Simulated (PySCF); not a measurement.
**MoF3: relaxation and vibrations of the quartet**

Aim: relax MoF3 as a quartet from a hand-made T-shaped geometry, check by its vibrations whether the end is a minimum, and collect its spectrum and constants.

Program: PySCF 2.14.0. Level of theory: PBE0, basis Mo def2-TZVP with ECP28, F def2-TZVP, scalar-relativistic core potentials, no spin–orbit coupling, density fitting. These are calculated values, not measurements.

## Step 1: Where the work starts

4 atoms, charge 0, spin multiplicity 4.

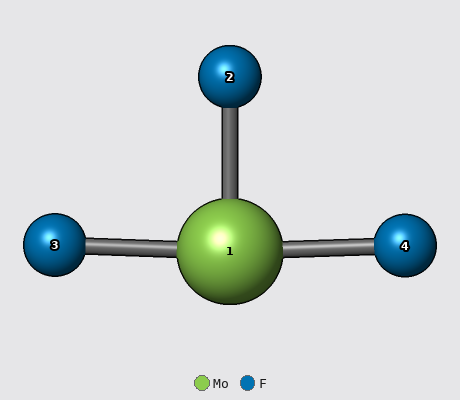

As it starts; molybdenum green, fluorine blue; atoms are numbered from 1 in the order of the file.

Coordinates in bohr (charge 0 multiplicity 4):
```
Mo    0.0000    0.0000   -0.5009
F     0.0000    0.0000    3.3164
F     3.8150    0.0000   -0.3676
F    -3.8150    0.0000   -0.3676
```

## Step 2: T-shaped start, quartet: relaxation

One driver script runs all steps and calls PySCF; scf.py shows how it sets up the SCF of each step. The optimiser is the driver's own. Before each start the driver seeks the lowest SCF state from one or more starting densities and follows internal instabilities, so scf.py alone need not reach the same state.

The program finds C2v symmetry in the start, which this walk keeps. The walk stops when the largest gradient is under 0.0003 Eh/bohr and the energy has settled too.

scf.py

```python
from pyscf import gto, scf, dft
mol = gto.M(atom='''
Mo     0.000000     0.000000    -0.265044
F      0.000000     0.000000     1.754956
F      2.018800    -0.000000    -0.194544
F     -2.018800     0.000000    -0.194544''',
    basis={'Mo': 'def2-TZVP', 'F': 'def2-TZVP'},
    ecp={'Mo': 'def2-TZVP'},
    charge=0, spin=3)
mf = dft.UKS(mol, xc='PBE0')
mf.grids.atom_grid = (50, 194)
aux = {'Mo': 'def2-universal-JKFIT', 'F': 'def2-universal-JKFIT'}
mf = mf.density_fit(auxbasis=aux)
mf.kernel()
```

The optimiser's trace:

```csv
step,energy (Eh),change (kJ/mol),largest symmetric gradient (Eh/bohr)
0,-367.611933,0.00,0.10159
1,-367.653069,-108.00,0.04471
2,-367.666677,-143.73,0.04291
3,-367.679959,-178.60,0.02247
4,-367.686932,-196.91,0.01149
5,-367.687447,-198.26,0.00976
6,-367.687876,-199.39,0.00281
7,-367.687894,-199.44,0.00013
8,-367.687894,-199.44,0.00003
```

The walk ran for 45 s (8 threads, shared host).

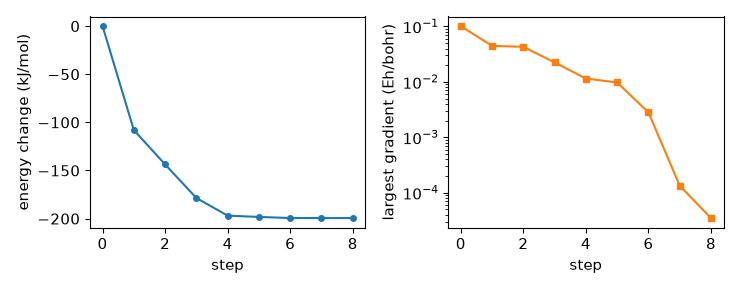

How energy and gradient fall.

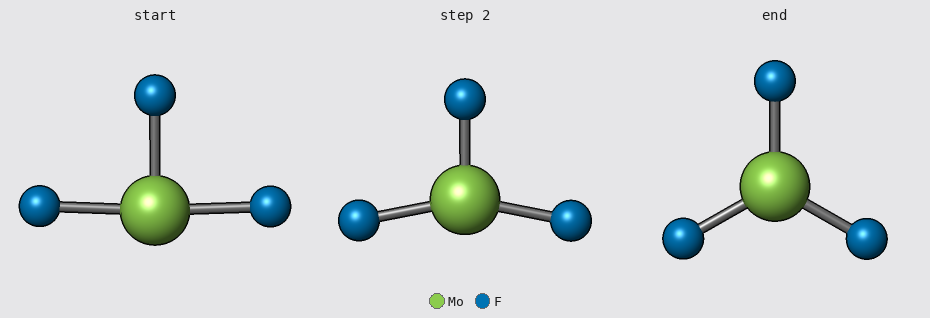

Start and end of the relaxation, with a step between.

End point (D3h, 8 steps, 199.4 kJ/mol gained): Mo–F 1.850 Å (×3); F–Mo–F 119.8° (×2), F–Mo–F 120.5°.

## Step 3: Hessian and properties

The point is checked on the finer grid, and tightened if its gradient asks for it. The Hessian and the dipole derivatives come from central differences of analytic gradients, with steps of 0.01 bohr.

scf.py, as its differences from that of step 2:

```diff
@@ -3,4 +3,4 @@
-Mo     0.000000     0.000000    -0.265044
-F      0.000000     0.000000     1.754956
-F      2.018800    -0.000000    -0.194544
-F     -2.018800     0.000000    -0.194544''',
+Mo     0.000000     0.000000    -0.000000
+F     -0.003926     0.000000     1.849704
+F      1.603854    -0.000000    -0.921452
+F     -1.599927     0.000000    -0.928252''',
@@ -11 +11 @@
-mf.grids.atom_grid = (50, 194)
+mf.grids.atom_grid = (75, 302)
```

This SCF starts from the last density.

Log of the central SCF (cycles and frontier levels):

```text
init E= -367.688152370877
[... the frontier-level lines of each cycle are left out ...]
cycle= 1 E= -367.688152370542  delta_E= 3.34e-10  |g|= 3.71e-05  |ddm|= 2.63e-05
cycle= 2 E= -367.68815236903  delta_E= 1.51e-09  |g|= 7.76e-05  |ddm|= 5.26e-05
cycle= 3 E= -367.688152370996  delta_E= -1.97e-09  |g|= 4.67e-07  |ddm|= 3.55e-05
cycle= 4 E= -367.688152370997  delta_E= -9.09e-13  |g|= 6.16e-07  |ddm|= 1.73e-06
Extra cycle  E= -367.688152370997  delta_E=    0  |g|= 1.15e-06  |ddm|= 9.91e-07
converged SCF energy = -367.688152370997  <S^2> = 3.7580015  2S+1 = 4.0039988
```

The whole step took 55 s.

Geometry: D3h; Mo–F 1.850 Å (×3); F–Mo–F 120.0° (×3).

Modes, for the most abundant isotopes:

```csv
symmetry,ω (cm⁻¹),IR (km/mol),μ (u),type
a2'',152,17.7,27.01,bend
e',169,16.3,21.13,bend
a1',678,0.0,19.00,stretch
e',706,423,23.62,stretch
```

All wavenumbers are real: a minimum.

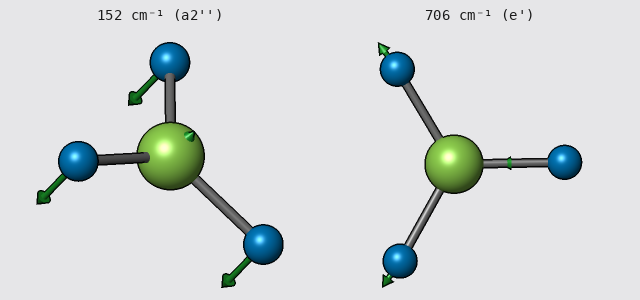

Displacements of 2 of the modes, as arrows (one member where a mode is degenerate).

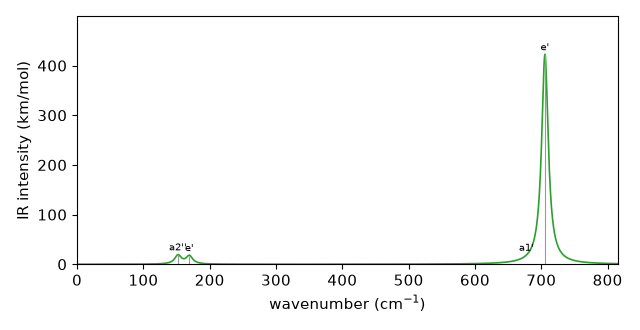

The harmonic infrared spectrum (widths in cm⁻¹). Lines are broadened to a width of 12 cm⁻¹ (Lorentzian).

Properties at this point:

| Item | Value |
| --- | --- |
| Dipole moment | 0.00 D |
| Highest occupied level | -7.33 eV |
| Lowest empty level | -2.69 eV |
| Rotational constants | 0.1729, 0.1729, 0.08645 cm⁻¹ |
| Zero-point energy | 15.4 kJ/mol |
| Principal polarisabilities | 31.3, 33.8, 33.8 bohr³ |
| Atomisation energy without zero-point energy | 1458 kJ/mol |
| Principal traceless quadrupole moments about the centre of mass | -3.72, -3.72, 7.44 D Å |
| Entropy at 298.15 K and 1 bar (electronic part: spin only) | 312.3 J/(mol K) |
| Heat capacity Cp at 298.15 K | 67.4 J/(mol K) |
| Enthalpy at 298.15 K above 0 K | 15.70 kJ/mol |
| Rotational symmetry number | 6 |
| Spin squared ⟨S²⟩ | 3.758 |

Populations by atom (charges in e):

| atom | Mulliken | Löwdin | polar tensor | spin (Mulliken) | Mayer order to Mo1 |
| --- | --- | --- | --- | --- | --- |
| Mo1 | 1.42 | 0.82 | 2.00 | 2.94 | – |
| F2,3,4 | -0.47 | -0.27 | -0.67 | 0.02 | 0.85 |

Mulliken populations on Mo1 (outside its core potential): s 2.33, p 6.16, d 4.03, f 0.06.

## Step 4: What came out

| quantity | value |
| --- | --- |
| minimum | quartet, D3h |
| geometry | Mo–F 1.850 Å (×3); F–Mo–F 120.0° (×3) |
| wavenumbers (cm⁻¹) | 152 (a2''), 169 (e'), 678 (a1'), 706 (e') |
| dipole moment | 0.00 D |
| highest occupied, lowest empty level (either spin) | -7.33, -2.69 eV |
| polar-tensor charge of Mo1 | +2.00 e |
| zero-point energy | 15.4 kJ/mol |
| entropy at 298.15 K | 312.3 J/(mol K) |
| atomisation energy (no zero-point energy) | 1458 kJ/mol |
| ⟨S²⟩ | 3.758 |

What this shows: The T-shaped start (C2v) ends in a minimum of D3h symmetry. The strongest infrared band lies at 706 cm⁻¹ (e', stretch). Mo1 has a polar-tensor charge of +2.0 e (a dipole derivative, not a static charge), yet symmetry cancels the bond dipoles. Most of the spin sits on Mo1 (Mulliken spin 2.94, against 3 for the whole molecule). Only this shape and spin were tried, so other structures or states may lie lower. One determinant may miss the lowest occupation of an open d or f shell.

The search up to here took 2.2 min.
